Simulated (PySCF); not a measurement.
## Electronic structure of C$_{3}$H$_{6}$Cl$_{2}$OSi in real space

```xyz
13

Cl    2.7951    0.2164    0.2334
C     1.4128   -0.8816    0.0544
Cl    1.9380   -2.3522   -0.8002
C     0.2948   -0.1708   -0.6756
O    -0.9345   -0.8815   -0.5287
C    -1.7204   -0.0044    0.2958
Si   -0.4050    1.3957    0.2144
H     1.1048   -1.1915    1.0545
H     0.5519   -0.0885   -1.7365
H    -1.8950   -0.4627    1.2743
H    -2.6904    0.1670   -0.1757
H     0.2402    1.7593    1.4693
H    -0.6965    2.4952   -0.6970
```

Geometry: GFN2-xTB.

These are results of PBE0/pcSseg-1, SCF density, gas phase, non-relativistic in PySCF 2.14.0, not measurements.

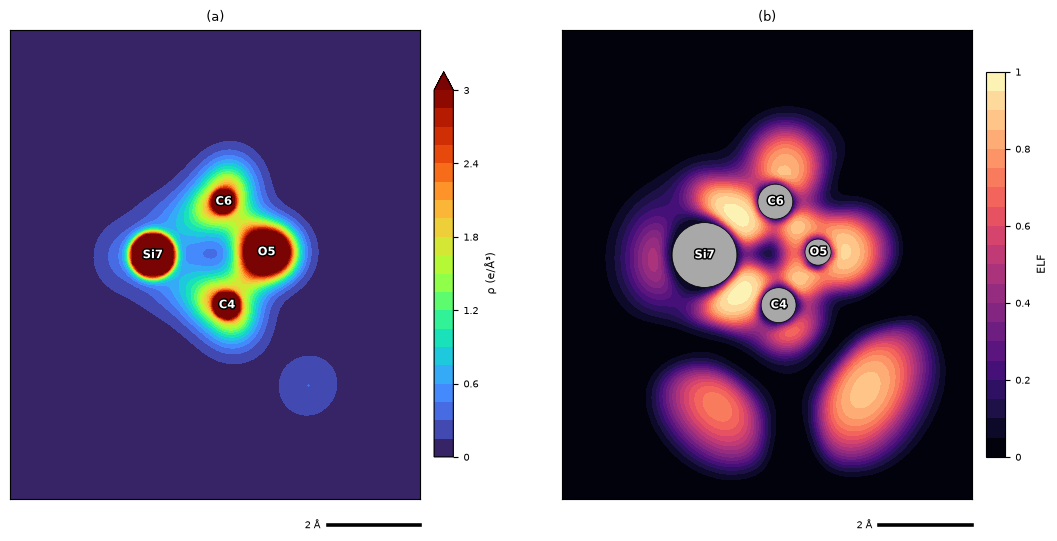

Figure 1. (a) total electron density; (b) electron localisation function on the plane of atoms O5, C4 and Si7. Grey discs cover the atomic cores in the ELF map.

What does the map show?

Answer. The section cuts through C, O and Si sites.
C–O (1.43 Å): ρ at the midpoint is about 2 e/Å³, with its minimum of 1.8 e/Å³ about 0.5 Å from C; the ELF peaks at about 0.90 between the atoms, as expected for a shared but strongly polarised pair.
C–Si (1.92 Å): ρ is about 0.89 e/Å³ halfway; the ELF peaks at about 0.95 between the atoms (a shared electron pair).
The ELF also peaks beside Cl3 and O5, away from the bonds: lone-pair regions.

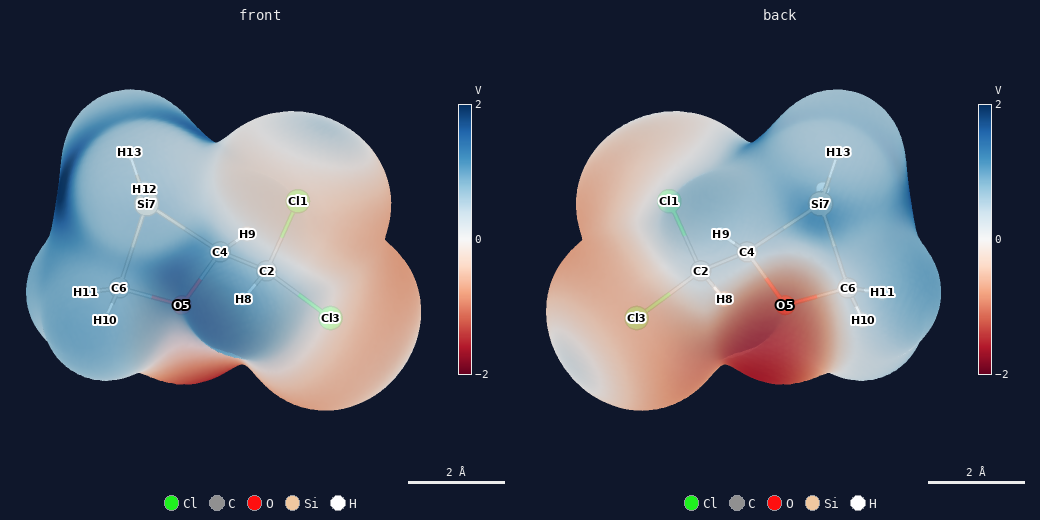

Figure 2. The electrostatic potential painted on the density surface at 0.002 e/bohr³, seen from the front and from behind; red is negative and blue positive.

Describe the electrostatic potential map.

Answer. The most negative region (about −1.6 V) lies over O5, the most positive (about +1.9 V) over Si7. Cl1 shows a σ-hole: about +0.5 V at the tip opposite its bond, against about −0.1 V on its flanks. Cl3 shows a σ-hole: about +0.3 V at the tip opposite its bond, against about −0.7 V on its flanks. O5 is the likeliest acceptor of a hydrogen bond.

How polar is the molecule by this calculation?

Answer. Its dipole moment is 3.51 D.
